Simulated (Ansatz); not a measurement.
## AlSiPb (built on the sites of a database entry of SrAlSi): the cell at rest

Aim: bring AlSiPb (built on the sites of a database entry of SrAlSi) to small forces and stress, as phonons need.

Method: DFT PBEsol, scalar-relativistic, plane waves, PAW, in Ansatz 0.2.0.

The structure was built from a prototype and need not be the compound's stable phase.

## (1) Set-up

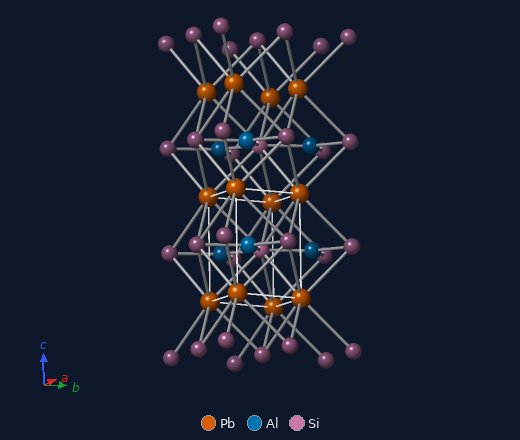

The starting structure, seen slightly off an axis (lead orange, aluminium blue, silicon pink). 1×1×2 cells are drawn. Some periodic images of atoms are drawn too.

Structure file:

```cif
data_structure
_symmetry_space_group_name_H-M 'P 1'
_symmetry_Int_Tables_number 1
_cell_length_a 3.6959
_cell_length_b 3.6958
_cell_length_c 4.1565
_cell_angle_alpha 90.000
_cell_angle_beta 90.000
_cell_angle_gamma 120.000
_cell_volume 49.17
loop_
_atom_site_label
_atom_site_type_symbol
_atom_site_fract_x
_atom_site_fract_y
_atom_site_fract_z
_atom_site_occupancy
Pb1 Pb 0.00000 0.00000 0.00000 1
Al2 Al 0.66667 0.33333 0.50000 1
Si3 Si 0.33333 0.66667 0.50000 1
```

## (2) Probe on a coarse mesh

First a cheap look: the gap decides the mesh and the occupations, the pressure tells how far the cell has to move.

Input file input.yaml:

```yaml
crystal:
  lattice:
    - [3.69585, 0.0, 0.0]
    - [-1.84792, 3.2007, 0.0]
    - [0.0, 0.0, 4.15652]
  atoms:
    - { symbol: Pb, position: [0.0, 0.0, 0.0] }
    - { symbol: Al, position: [0.66666667, 0.33333333, 0.5] }
    - { symbol: Si, position: [0.33333333, 0.66666667, 0.5] }
kpoints:
  mp_grid: { grid: [6, 6, 4] }
hamiltonian:
  xc: pbesol
scf:
  occupations: { method: gaussian, width: 0.1 }
output:
  forces: true
  stress: true
  eigenvalues: true
```

Command:

```console
ansatz run input.yaml --threads 8 --pin off --max-ram 14336MiB --backend cpu --events-out ev --progress --plain --runs-dir out
```

Numbers of over 12 decimals in the logs are rounded to 6 here.

The log of the run:

```text
Engine: ansatz 0.2.0, aarch64-unknown-linux-gnu
Pseudopotentials: kind: paw
Pseudopotential: Pb, paw, valence charge 14, recommended cutoff 420 eV (normal), Pb.paw.azcp
Pseudopotential: Al, paw, valence charge 3, recommended cutoff 420 eV (normal), Al.paw.azcp
Pseudopotential: Si, paw, valence charge 4, recommended cutoff 420 eV (normal), Si.paw.azcp
Functional definition: PBEsol
  exchange = pbesol_x
[...]
--- Band table (eV; the first three rows and the last of 21) ---
  k-point 0: bands = [... 7 lower, 8.1633, 11.9818, 11.9818, 13.8022, 13.8022, 16.0988, 17.7696, 20.8996]
  k-point 1: bands = [... 7 lower, 12.0712, 12.0712, 12.4293, 14.4273, 14.4273, 16.6720, 18.1531, 19.4082]
  k-point 2: bands = [... 7 lower, 12.1431, 12.1431, 16.0151, 16.0151, 16.0484, 16.6300, 16.7827, 16.7827]
  k-point 20: bands = [... 7 lower, 6.4589, 6.8855, 8.3222, 8.9204, 17.2465, 19.6543, 20.5594, 20.9056]
[key lines of the parts left out:]
SCF converged after 7 iterations
Free energy (F): -12897.879084 eV
Fermi energy:    12.930357 eV
P = ⅓ Tr σ = 47.2330 GPa (472.330 kbar)
```

Wall time 0.5 s (8 threads of Arm Neoverse V2, shared host); peak memory 0.35 GiB; 2.2 s of CPU time.

This step gave:

```
pressure          : 47.23 GPa
volume per atom   : 16.39 Å³
gap on the k-mesh : 0 eV
```

The coarse mesh shows no gap and a pressure of 47.2 GPa.

## (3) Coarse relaxation

The start is far from rest, so a relaxation with loose tolerances brings it close first.

input.yaml: that of step 2 with these lines changed.

```diff
@@ -10,3 +10,3 @@
 kpoints:
-  mp_grid: { grid: [6, 6, 4] }
+  mp_grid: { grid: [6, 6, 6] }
 hamiltonian:
@@ -19 +19,6 @@
   eigenvalues: true
+relax:
+  adjacent_minimum: "off"
+  f_tol: 0.05
+  max_steps: 80
+  cell: { stress_tol: 0.5 }
```

The log of the run:

```text
[...]
Crystal: 3 atoms, lattice volume = 49.169 Å³
Basis set: ecut = 420 eV, 997 PW (Γ), exchange–correlation on 50×50×60 points (8 copies of the dense FFT grid, shifted against one another)
Bands: 15, of which v1, the nominal top of the filled ones, is band 11 counted from 1 (10 counted from 0)
Symmetry: 12 space group operations
[...]
k-points: 28 of 216 (time reversal used)
[...]
cell:  # Å, volume = 67.4241 Å³
    - [4.255075, -3.3235499603368497e-6, -1.270872632382056e-17]
    - [-2.127534, 3.685004, 6.3543545652908945e-18]
    - [-1.429280816191298e-17, 0, 4.300020]
  atoms:
    - { symbol: Pb, position: [0, 0, 0] }
    - { symbol: Al, position: [0.666667, 0.333333, 0.500000] }
    - { symbol: Si, position: [0.333333, 0.666667, 0.500000] }
[key lines of the parts left out:]
SCF converged after 3 iterations
Free energy (F): -12900.274897 eV
Fermi energy:    8.889146 eV
P = ⅓ Tr σ = 0.0433 GPa (0.433 kbar)
```

It took 3.8 s on 8 threads; peak memory 0.43 GiB.

Step by step:

| step | energy less that of the first step (eV) | largest force component (eV/Å) | pressure (GPa) | volume (Å³) |
| --- | --- | --- | --- | --- |
| 1 | 0.0000 | 0.0000 | 46.65 | 49.17 |
| 2 | -1.4613 | 0.0000 | 22.82 | 55.67 |
| 3 | -2.1415 | 0.0000 | 8.56 | 61.99 |
| 4 | -2.3174 | 0.0000 | 1.69 | 66.13 |
| 5 | -2.3287 | 0.0000 | 0.12 | 67.09 |
| 6* | -2.3544 | 0.0000 | 0.56 | 67.09 |
| 7 | -2.3558 | 0.0000 | 0.04 | 67.42 |
| 8* | -2.3558 | 0.0000 | 0.04 | 67.42 |

Relaxation steps marked * repeat the geometry before them on a plane-wave basis chosen anew for their cell, so energy and pressure can jump there.

The run keeps the 12 symmetry operations that it works with, so distortions that break them were not tested.

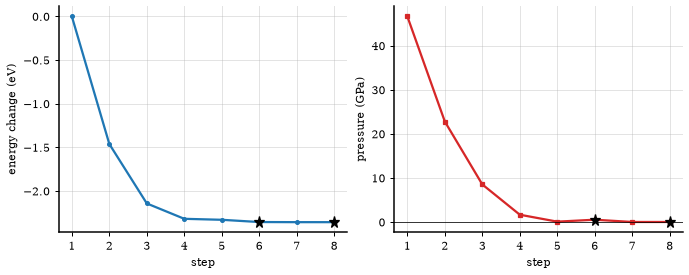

Energy and pressure along the relaxation. Stars mark steps on a basis chosen anew.

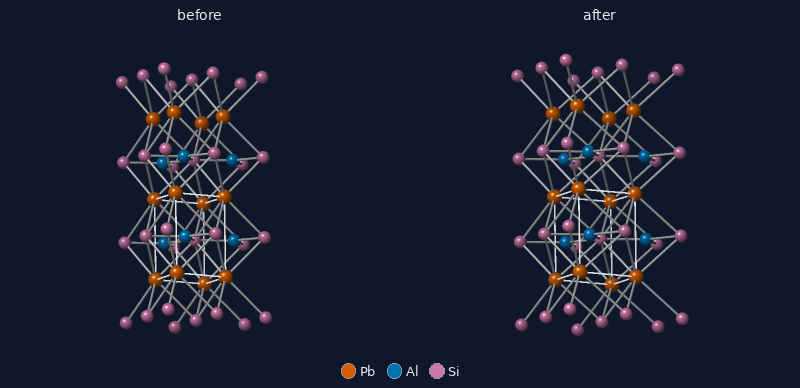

Before and after, at one scale.

| cell as run | before | after | change |
| --- | --- | --- | --- |
| a (Å) | 3.696 | 4.255 | +15.1 % |
| b (Å) | 3.696 | 4.255 | +15.1 % |
| c (Å) | 4.157 | 4.300 | +3.5 % |
| volume (Å³/atom) | 16.39 | 22.47 | +37.1 % |

The relaxed structure:

```xyz
3
Lattice="4.2551 0.0000 0.0000 -2.1275 3.6850 0.0000 0.0000 0.0000 4.3000" Properties=species:S:1:pos:R:3 pbc="T T T"
Pb    0.0000    0.0000    0.0000
Al    2.1275    1.2283    2.1500
Si    0.0000    2.4567    2.1500
```

This step gave:

* pressure: 0.04328 GPa
* volume per atom: 22.47 Å³

In this step the volume went from 16.39 to 22.47 Å³/atom.

## (4) Bringing the structure to rest

Harmonic phonons are second derivatives at a point where the forces vanish, and they are wanted at zero stress, so atoms and cell are relaxed first.

input.yaml, the sections that differ from step 3:

```yaml
crystal:
  lattice:
    - [4.2550745357, -3.3235e-06, 0.0]
    - [-2.1275343896, 3.6850043047, 0.0]
    - [0.0, 0.0, 4.3000198392]
  atoms:
    - { symbol: Pb, position: [0.0, 0.0, 0.0] }
    - { symbol: Al, position: [0.6666666667, 0.3333333333, 0.5] }
    - { symbol: Si, position: [0.3333333333, 0.6666666667, 0.5] }
kpoints:
  mp_grid: { grid: [9, 9, 8] }
relax:
  adjacent_minimum: "off"
  f_tol: 0.005
  max_steps: 80
  cell: { stress_tol: 0.05 }
# hamiltonian, scf, output: as in step 3
```

The log of the run:

```text
[...]
Crystal: 3 atoms, lattice volume = 67.424 Å³
Basis set: ecut = 420 eV, 1317 PW (Γ), exchange–correlation on 60×60×60 points (8 copies of the dense FFT grid, shifted against one another)
Bands: 15, of which v1, the nominal top of the filled ones, is band 11 counted from 1 (10 counted from 0)
[... 1 set-up line as in the run before ...]
[...]
k-points: 60 of 648 (time reversal used)
[...]
SCF iter   1: F=—  HF=-12900.223497 eV  |F-HF|=—  |Δ(HF+E_count)|=         —  Δρ=2.89e-3  dr2=1.69e-2  ethr=1.77e-3  ⟨swp⟩=6.4  Hψ=5548  notcnv=0
[...]
SCF iter   6: F=-12900.217451 eV  HF=-12900.217451 eV  |F-HF|=3.29e-9  |Δ(HF+E_count)|=   4.58e-7  Δρ=8.43e-6  dr2=6.41e-8  ethr=4.76e-10  ⟨swp⟩=5.9  Hψ=5065  notcnv=0
SCF 1 converged in 6 iterations: F = -12900.217451 eV  dr2 = 6.41e-8
[...]
relax step   1: F+E_penalty+E_count = -12900.21745122 eV  Δ(F+E_penalty+E_count) = +0.000e0 eV  max|allowed force component| = 1.789e-16 eV/Å  Δτ_max = 0.0000 Å  P = +0.145 GPa  Ω = 67.424 Å³  (6 SCF iters, dr2 threshold 1.00e-7 eV, accepted)
Crystal: 3 atoms, lattice volume = 67.687 Å³
[...]
SCF iter   3: F=-12900.217794 eV  HF=-12900.217794 eV  |F-HF|=2.08e-8  |Δ(HF+E_count)|=   2.83e-8  Δρ=1.21e-5  dr2=1.14e-7  ethr=1.28e-9  ⟨swp⟩=4.6  Hψ=4657  notcnv=0
SCF 2 converged in 3 iterations: F = -12900.217794 eV  dr2 = 1.14e-7
relax step   2: F+E_penalty+E_count = -12900.21779359 eV  Δ(F+E_penalty+E_count) = -3.424e-4 eV  max|allowed force component| = 7.479e-17 eV/Å  Δτ_max = 0.0000 Å  P = -0.010 GPa  Ω = 67.687 Å³  energy of the carried Pulay correction = -4.843e-5 eV  (3 SCF iters, dr2 threshold 2.69e-7 eV, accepted)
Crystal: 3 atoms, lattice volume = 67.786 Å³
[...]
SCF iter   5: F=-12900.217894 eV  HF=-12900.217894 eV  |F-HF|=9.93e-10  |Δ(HF+E_count)|=   1.98e-8  Δρ=1.89e-6  dr2=3.37e-9  ethr=1.54e-10  ⟨swp⟩=5.7  Hψ=4091  notcnv=0
SCF 3 converged in 5 iterations: F = -12900.217894 eV  dr2 = 3.37e-9
relax step   3: F+E_penalty+E_count = -12900.21789441 eV  Δ(F+E_penalty+E_count) = -1.008e-4 eV  max|allowed force component| = 1.218e-16 eV/Å  Δτ_max = 0.0000 Å  P = +0.003 GPa  Ω = 67.786 Å³  energy of the carried Pulay correction = -6.717e-5 eV  (5 SCF iters, dr2 threshold 3.23e-8 eV, accepted)
[...]
SCF iter   1: F=—  HF=-12900.217981 eV  |F-HF|=—  |Δ(HF+E_count)|=         —  Δρ=1.27e-5  dr2=1.16e-8  ethr=1.39e-7  ⟨swp⟩=3.5  Hψ=8365  notcnv=0
eigensolver tolerance schedule: the retry pair's looser diagonalisation over-reported the residual by 2510.88 of it (diagonalisation noise at 0.13 of the residual, at the tolerance the schedule requests for it); recorded, not acted on — ethr = c·dr2/N_el stays at c = 1.0e-1
[...]
SCF iter   2: F=—  HF=-12900.217971 eV  |F-HF|=—  |Δ(HF+E_count)|=   1.04e-5  Δρ=6.58e-6  dr2=3.40e-9  ethr=5.53e-11  ⟨swp⟩=2.5  Hψ=1633  notcnv=0
[...]
SCF iter   4: F=-12900.217971 eV  HF=-12900.217971 eV  |F-HF|=1.82e-12  |Δ(HF+E_count)|=  1.64e-11  Δρ=1.42e-7  dr2=2.56e-11  ethr=1.00e-12  ⟨swp⟩=7.4  Hψ=4923  notcnv=0
SCF 4 converged in 4 iterations: F = -12900.217971 eV  dr2 = 2.56e-11
relax step   4: F+E_penalty+E_count = -12900.21797106 eV  Δ(F+E_penalty+E_count) = -7.665e-5 eV  max|allowed force component| = 1.742e-16 eV/Å  Δτ_max = 0.0000 Å  P = +0.004 GPa  Ω = 67.786 Å³  stress off target by 8.71e-3 GPa  SCF on the basis re-selected at this cell (its energy is not comparable with the rows above)  (4 SCF iters)
[...]
SCF converged after 4 iterations
Free energy (F): -12900.217971 eV
[...]
Internal energy: -12900.212136 eV  (E = F + TS)
E sigma→0 (E₀):  -12900.215054 eV
Entropy (-TS):   -0.005835 eV (-1.945 meV/atom)
Fermi energy:    8.785323 eV
[...]
--- Stress (GPa, compression-positive) ---
        0.002130       0.000000       0.000000
        0.000000       0.002130      -0.000000
        0.000000      -0.000000       0.008708
  P = ⅓ Tr σ = 0.0043 GPa (0.043 kbar)
--- Band table (eV; the first three rows and the last of 60) ---
  k-point 0: bands = [... 7 lower, 5.6901, 7.3688, 7.3688, 8.8409, 8.8409, 9.5106, 11.9428, 14.3417]
  k-point 1: bands = [... 7 lower, 6.4521, 7.4053, 7.4053, 8.9757, 8.9757, 9.6323, 12.2306, 13.8631]
  k-point 2: bands = [... 7 lower, 7.4924, 7.4924, 7.6559, 9.3846, 9.3846, 9.9379, 12.7467, 13.3036]
  k-point 59: bands = [... 7 lower, 3.1666, 3.6526, 5.1777, 5.6540, 11.6770, 13.3904, 14.0788, 14.3817]
--- Relaxed structure (3 steps of the walk, 3 accepted, 1 SCFs on fresh bases) ---
[...]
cell:  # Å, volume = 67.7861 Å³
    - [4.249992, -3.3195386234231253e-6, 5.180325040952053e-19]
    - [-2.124993, 3.680603, -2.590159016369865e-19]
    - [5.235043537450145e-19, 0, 4.333448]
  atoms:
    - { symbol: Pb, position: [0, 0, 0] }
    - { symbol: Al, position: [0.666667, 0.333333, 0.5] }
    - { symbol: Si, position: [0.333333, 0.666667, 0.5] }
```

It took 3.9 s on 8 threads; peak memory 0.5 GiB.

Relaxation path:

| step | energy less that of the first step (eV) | largest force component (eV/Å) | pressure (GPa) | volume (Å³) |
| --- | --- | --- | --- | --- |
| 1 | 0.0000 | 0.0000 | 0.15 | 67.42 |
| 2 | -0.0003 | 0.0000 | -0.01 | 67.69 |
| 3 | -0.0004 | 0.0000 | 0.00 | 67.79 |
| 4* | -0.0005 | 0.0000 | 0.00 | 67.79 |

Relaxation steps marked * repeat the geometry before them on a plane-wave basis chosen anew for their cell, so energy and pressure can jump there.

The run keeps the 12 symmetry operations that it works with, so distortions that break them were not tested.

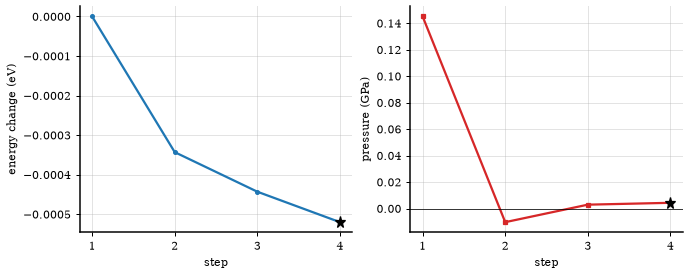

Energy and pressure along the relaxation. Stars mark steps on a basis chosen anew.

| conventional cell, symmetrised | before | after | change |
| --- | --- | --- | --- |
| a (Å) | 4.255 | 4.250 | -0.1 % |
| b (Å) | 4.255 | 4.250 | -0.1 % |
| c (Å) | 4.300 | 4.333 | +0.8 % |
| volume (Å³/atom) | 22.47 | 22.60 | +0.5 % |

The relaxed structure:

```xyz
3
Lattice="4.2500 0.0000 0.0000 -2.1250 3.6806 0.0000 0.0000 0.0000 4.3334" Properties=species:S:1:pos:R:3 pbc="T T T"
Pb    0.0000    0.0000    0.0000
Al    2.1250    1.2269    2.1667
Si    0.0000    2.4537    2.1667
```

This step gave:

- pressure: 0.004323 GPa
- volume per atom: 22.60 Å³

In this step the volume went from 22.47 to 22.60 Å³/atom.

## (5) Relaxing to small forces for the phonons

Phonons need a cell at rest on their own settings, so the relaxation is repeated with tight tolerances on forces and stress, using the mesh and the filling of the phonon run that follows.

Input file input.yaml:

```yaml
crystal:
  lattice:
    - [4.2499920306, -3.3195e-06, 0.0]
    - [-2.1249931405, 3.6806027242, 0.0]
    - [0.0, 0.0, 4.3334478777]
  atoms:
    - { symbol: Pb, position: [0.0, 0.0, 0.0] }
    - { symbol: Al, position: [0.6666666667, 0.3333333333, 0.5] }
    - { symbol: Si, position: [0.3333333333, 0.6666666667, 0.5] }
kpoints:
  mp_grid: { grid: [10, 10, 8] }
hamiltonian:
  xc: pbesol
scf:
  occupations: { method: methfessel_paxton, width: 0.15 }
output:
  forces: true
  stress: true
  eigenvalues: true
  write_density: true
  write_potential: true
  elf: true
  volumetric_format: npy
relax:
  adjacent_minimum: "off"
  f_tol: 0.001
  max_steps: 60
  cell: { stress_tol: 0.01 }
```

The log of the run:

```text
[...]
Crystal: 3 atoms, lattice volume = 67.786 Å³
Basis set: ecut = 420 eV, 1317 PW (Γ), exchange–correlation on 60×60×60 points (8 copies of the dense FFT grid, shifted against one another)
Bands: 15, of which v1, the nominal top of the filled ones, is band 11 counted from 1 (10 counted from 0)
[... 1 set-up line as in the run before ...]
[...]
k-points: 70 of 800 (time reversal used)
[...]
--- Relaxed structure (3 steps of the walk, 3 accepted, 1 SCFs on fresh bases) ---
[...]
cell:  # Å, volume = 67.8471 Å³
    - [4.250052, -3.3195632038717396e-6, 0.0]
    - [-2.125023, 3.680654, 0.0]
    - [0.0, 0.0, 4.337227]
  atoms:
    - { symbol: Pb, position: [0, 0, 0.0] }
    - { symbol: Al, position: [0.666667, 0.333333, 0.5] }
    - { symbol: Si, position: [0.333333, 0.666667, 0.5] }
[key lines of the parts left out:]
SCF converged after 5 iterations
Free energy (F): -12900.208437 eV
Fermi energy:    8.761376 eV
P = ⅓ Tr σ = -0.0026 GPa (-0.026 kbar)
```

Run time: 4.3 s. Hardware: 8 threads; peak memory 0.51 GiB.

Little changed from the start: no atom moved by 0.005 Å and no cell edge by 0.1 %.

Numbers from this step:

```yaml
pressure: -0.002584 GPa
volume_per_atom: 22.62 Å³
```

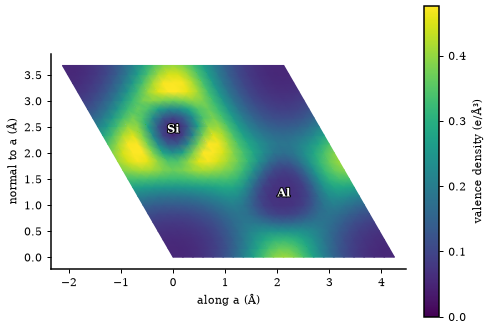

Valence density in the ab plane at fractional z = 0.500, with atoms of Al and Si within 0.2 Å of it. It is the smooth field of the valence electrons, not physical close to the nuclei.

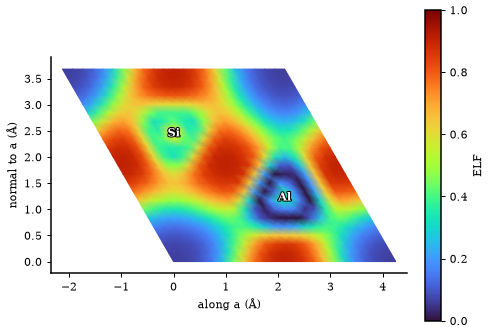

ELF in the ab plane at fractional z = 0.500, with atoms of Al and Si within 0.2 Å of it. It is the smooth field of the valence electrons, not physical close to the nuclei.

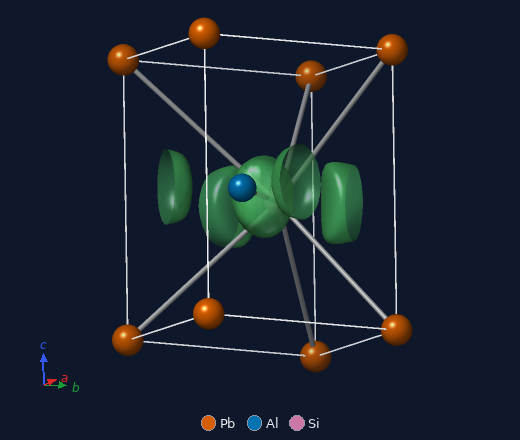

Surface of ELF = 0.83. Bonds to atoms that aren't drawn are left out.

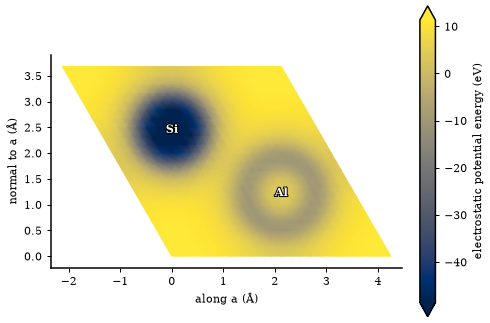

Electrostatic potential energy in the ab plane at fractional z = 0.500, with atoms of Al and Si within 0.2 Å of it. With pseudopotentials it is smooth inside the atoms' cores, unlike the true potential.

The forces vanish by symmetry and the pressure is -0.003 GPa, within the tolerances set. The cell now holds 22.62 Å³/atom.

## (6) Results

| Item | Value |
| --- | --- |
| space group after relaxation (within 0.01 Å) | P-6m2 |
| lattice constant a | 4.250 Å |
| lattice constant b | 4.250 Å |
| lattice constant c | 4.337 Å |
| volume per atom | 22.6 Å³ |

In words: The forces vanish by symmetry and the pressure is -0.003 GPa, within the tolerances set. The cell now holds 22.62 Å³/atom. The relaxation keeps the symmetry of its start, so it says nothing on stability against lower symmetry. The runs are without spin polarisation, although the cell has an odd electron count. Spin-orbit coupling is left out, which can matter for the heavy elements here. The starting cell was built on a prototype and not taken from a measurement, so the phase need not exist.

[Logs are printed without paths, hosts, clocks, repeated set-up lines and the standing remarks that a program may print on its own settings, such as how far it seeks lower states.]

[Hosts, paths, dates, database ids (printed as entryN), source tags and the programs' standing remarks are cut or masked in the printed files.]
